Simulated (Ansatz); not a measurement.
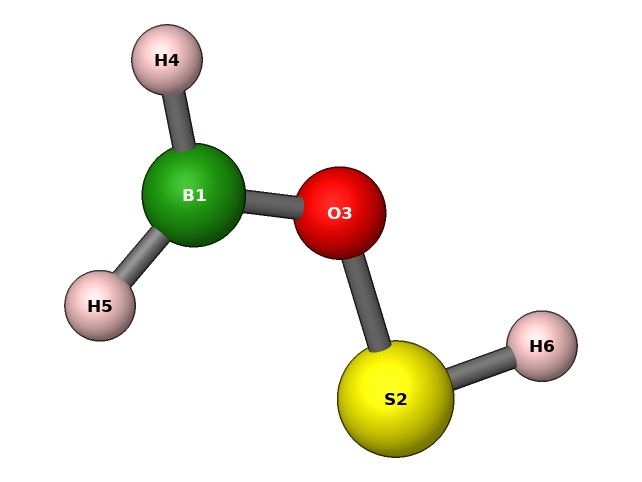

The questions are on Mulliken charges. The computed structure is the end point of a PBE-D4/def2-SVP optimisation. No frequency run is at hand to confirm it as a minimum. Method: RKS PBE-D4/def2-SVP (Ansatz 0.2.0).

Question: Which atom carries the highest charge (most positive or least negative)?

Answer: S2 (0.16 e).

Question: And the lowest?

Answer: O3 (−0.24 e).

Give the Mulliken charges atom by atom.

```json
{"atom": "B1", "value (e)": "0.05"}
{"atom": "S2", "value (e)": "0.16"}
{"atom": "O3", "value (e)": "−0.24"}
{"atom": "H4", "value (e)": "−0.02"}
{"atom": "H5", "value (e)": "−0.05"}
{"atom": "H6", "value (e)": "0.09"}
```

Mulliken values depend strongly on the basis set and can even reverse the polarity of a bond.
